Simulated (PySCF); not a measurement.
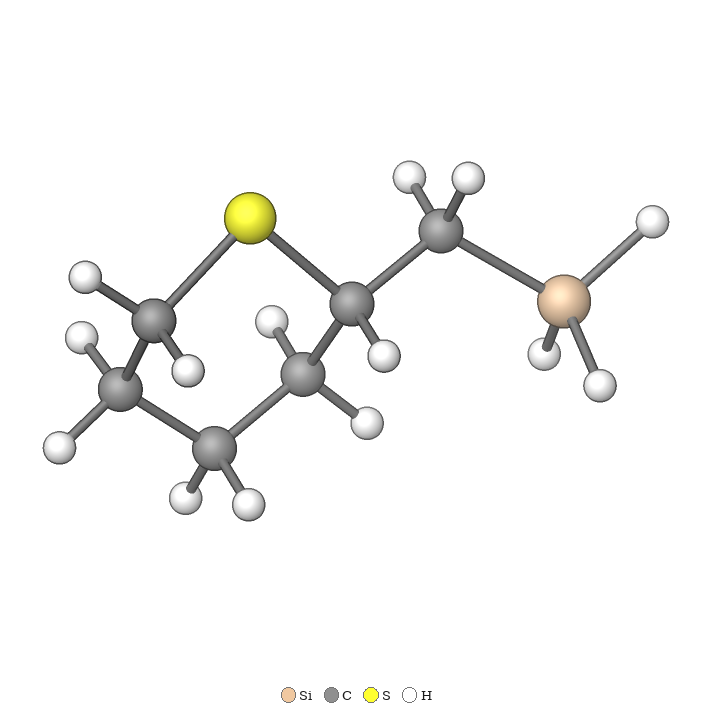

The picture shows a molecular structure as a ball-and-stick model.

Identify the structure.

Formula C6H14SSi. SMILES: `[SiH3]C[C@@H]1CCCCS1`. Independent rings (smallest set): 1 of 6 members. Among its groups: thioether, Si–H bond. This geometry has C1 symmetry. Coordination: 1 Si tetrahedral; 6 C tetrahedral; 1 S bent.

The parts below concern this one geometry. Atoms keep their numbers from picture to picture. The geometry was computed by an optimisation with PBE0-D3(BJ)/def2-SVP. No frequency run is at hand to confirm it as a minimum.

**Geometry**

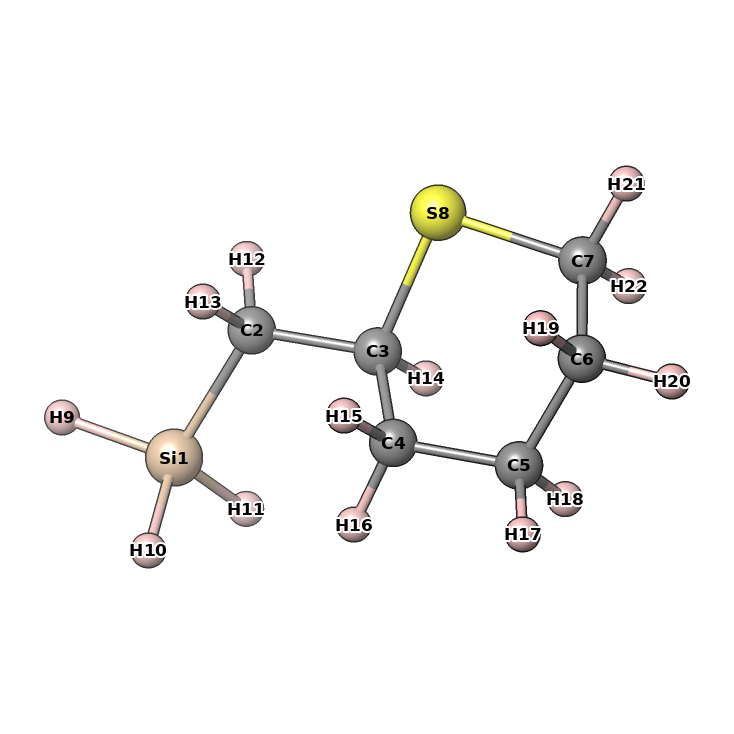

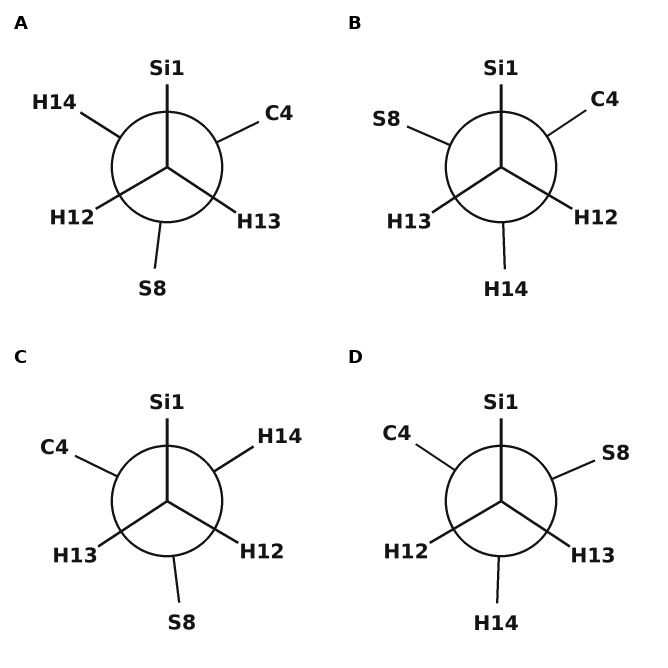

Depth is shown by fading: the farther an atom, the more it takes the colour of the background. Bonds that would overlap in a projection are set slightly apart. No frequency run is at hand to confirm it as a minimum.

Question: Which Newman projection shows the view along C2–C3, with C2 in front?

Answer: C. The torsion angle Si1–C2–C3–S8 is 173°, antiperiplanar (anti).

**Bond orders**

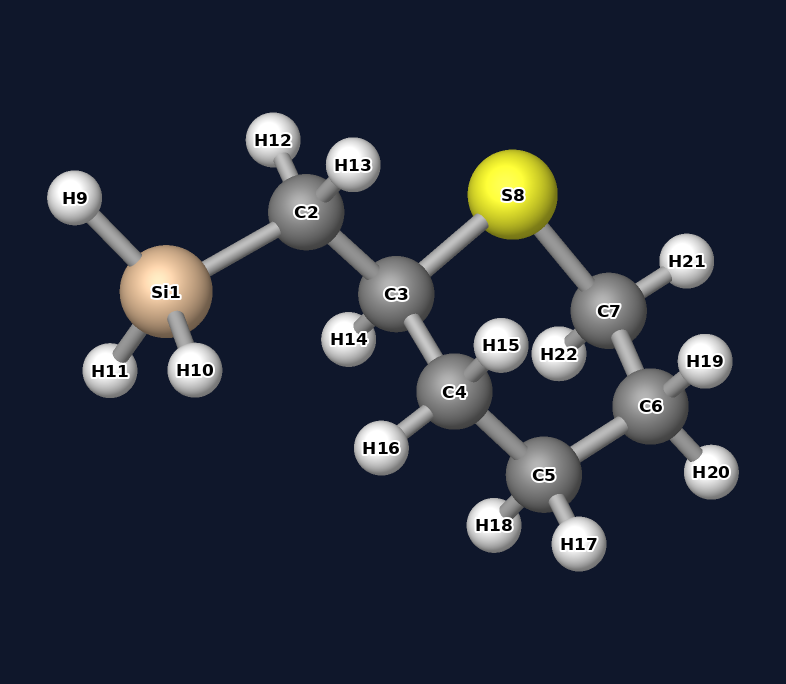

The thickness of each stick grows with its Mayer bond order. No frequency run is at hand to confirm it as a minimum. Level of theory: PBE0/pcSseg-1 (PySCF 2.14.0).

List the Mayer bond orders of Si1–C2, C2–C3, C3–C4, C3–S8, C4–C5, C5–C6, C6–C7, C7–S8 (bonds between heavy atoms, one of each equivalent set).

```json
{"bond": "Si1–C2", "Mayer order": "0.91", "length (Å)": "1.891"}
{"bond": "C2–C3", "Mayer order": "1.02", "length (Å)": "1.525"}
{"bond": "C3–C4", "Mayer order": "0.96", "length (Å)": "1.524"}
{"bond": "C3–S8", "Mayer order": "1.00", "length (Å)": "1.830"}
{"bond": "C4–C5", "Mayer order": "1.05", "length (Å)": "1.525"}
{"bond": "C5–C6", "Mayer order": "1.04", "length (Å)": "1.524"}
{"bond": "C6–C7", "Mayer order": "1.01", "length (Å)": "1.520"}
{"bond": "C7–S8", "Mayer order": "1.00", "length (Å)": "1.814"}
```

**Electronic properties**

No frequency run is at hand to confirm it as a minimum. Properties computed with PBE0/def2-SVPD, gas phase (PySCF 2.14.0). Excitations: vertical, linear response.

Question: Estimate the dipole moment.

Answer: 1.65 D.

Question: Estimate the mean static polarisability.

Answer: 119.8 bohr³.

Question: Estimate the brightest of the 10 lowest singlets.

Answer: 6.22 eV.

Question: Estimate the HOMO–LUMO gap.

Answer: 6.71 eV.

**Charges**

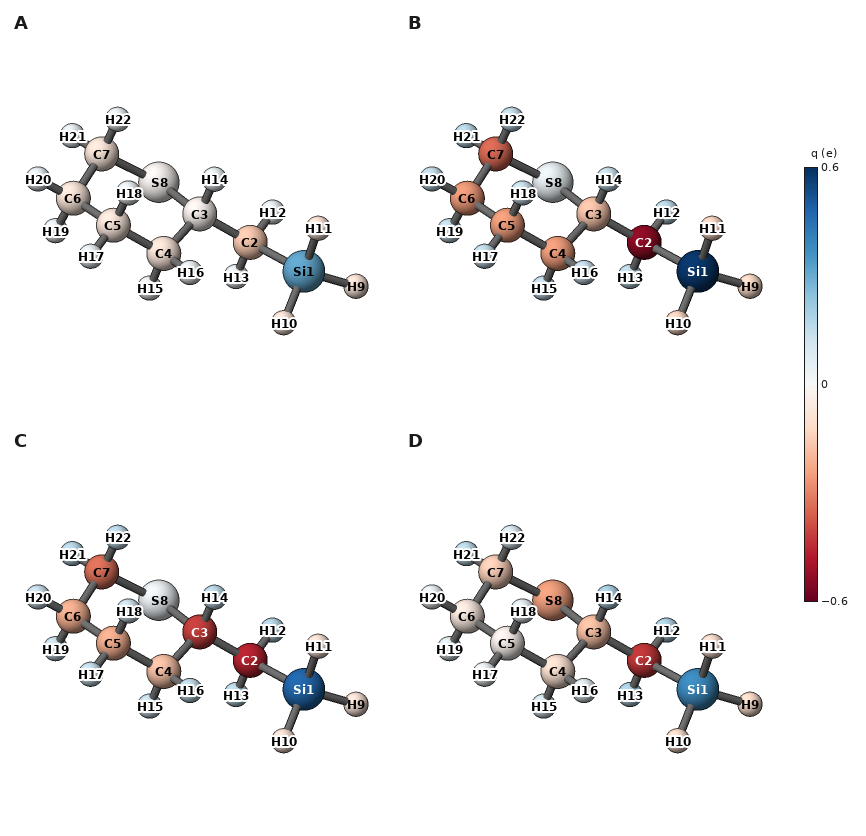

Atomic charges of one calculation by 4 schemes, on one colour scale. No frequency run is at hand to confirm it as a minimum. Level of theory: PBE0/pcSseg-1 (PySCF 2.14.0).

Question: The schemes are ESP-fitted, Hirshfeld, IAO, Mulliken. Which panel shows which?

Answer: A Hirshfeld, B IAO, C Mulliken, D ESP-fitted.

List the charges (e), one line for each set of equivalent atoms.

| atom | Hirshfeld | IAO | Mulliken | ESP-fitted |
| --- | --- | --- | --- | --- |
| Si1 | 0.31 | 0.58 | 0.47 | 0.38 |
| C2 | −0.16 | −0.53 | −0.46 | −0.42 |
| C3 | −0.03 | −0.17 | −0.41 | −0.18 |
| C4 | −0.07 | −0.25 | −0.17 | −0.09 |
| C5 | −0.07 | −0.25 | −0.21 | −0.03 |
| C6 | −0.07 | −0.25 | −0.21 | −0.06 |
| C7 | −0.07 | −0.34 | −0.33 | −0.14 |
| S8 | −0.02 | 0.04 | 0.03 | −0.25 |
| H9 | −0.08 | −0.11 | −0.08 | −0.10 |
| H10 | −0.08 | −0.12 | −0.08 | −0.10 |
| H11 | −0.08 | −0.12 | −0.08 | −0.10 |
| H12 | 0.04 | 0.15 | 0.16 | 0.18 |
| H13 | 0.04 | 0.15 | 0.16 | 0.18 |
| H14 | 0.03 | 0.13 | 0.15 | 0.19 |
| H15 | 0.03 | 0.13 | 0.12 | 0.09 |
| H16 | 0.04 | 0.13 | 0.14 | 0.06 |
| H17 | 0.04 | 0.14 | 0.13 | 0.03 |
| H18 | 0.03 | 0.12 | 0.11 | 0.05 |
| H19 | 0.03 | 0.13 | 0.13 | 0.06 |
| H20 | 0.04 | 0.14 | 0.13 | 0.03 |
| H21 | 0.05 | 0.16 | 0.16 | 0.15 |
| H22 | 0.03 | 0.14 | 0.15 | 0.08 |

**Core levels**

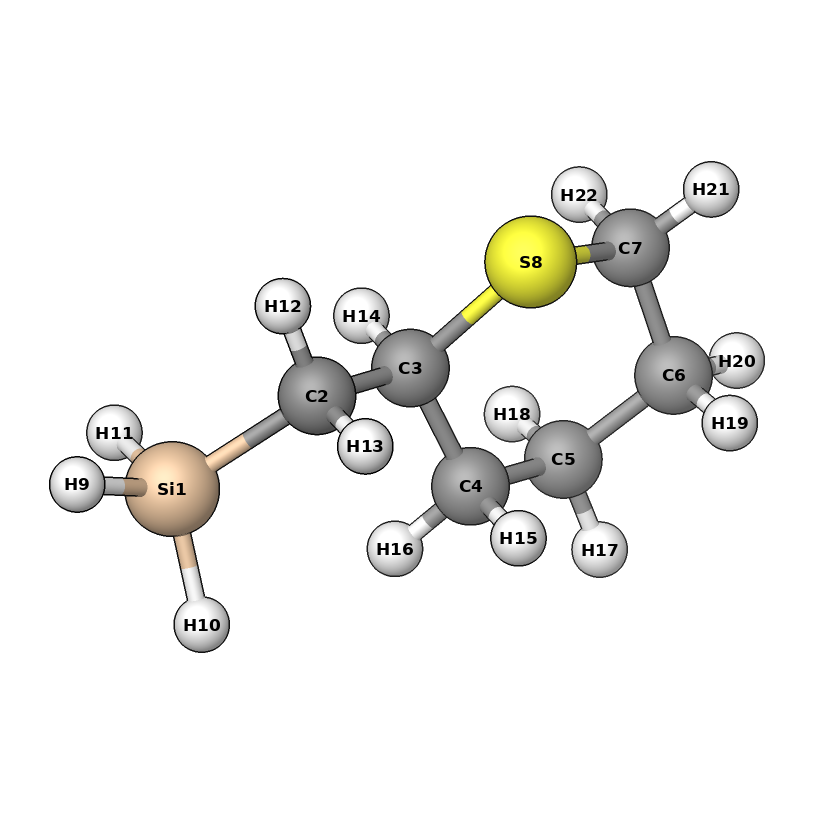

No frequency run is at hand to confirm it as a minimum. Properties computed with delta-SCF UKS SCAN, pcX-2 on the ionised atom, pcseg-1 elsewhere, spin-free X2C (PySCF 2.14.0).

Give the core-electron binding energies (to vacuum; p and d levels without spin–orbit splitting) of Si1 1s, Si1 2p, C2 1s, C3 1s, C4 1s, C5 1s, C6 1s, C7 1s, S8 1s, S8 2p.

```json
{"atom": "Si1", "level": "1s", "binding energy (eV)": "1846.3"}
{"atom": "Si1", "level": "2p", "binding energy (eV)": "106.8"}
{"atom": "C2", "level": "1s", "binding energy (eV)": "290.2"}
{"atom": "C3", "level": "1s", "binding energy (eV)": "291.0"}
{"atom": "C4", "level": "1s", "binding energy (eV)": "290.5"}
{"atom": "C5", "level": "1s", "binding energy (eV)": "290.6"}
{"atom": "C6", "level": "1s", "binding energy (eV)": "290.6"}
{"atom": "C7", "level": "1s", "binding energy (eV)": "290.9"}
{"atom": "S8", "level": "1s", "binding energy (eV)": "2476.3"}
{"atom": "S8", "level": "2p", "binding energy (eV)": "168.9"}
```

Mulliken values depend strongly on the basis set and can even reverse the polarity of a bond.
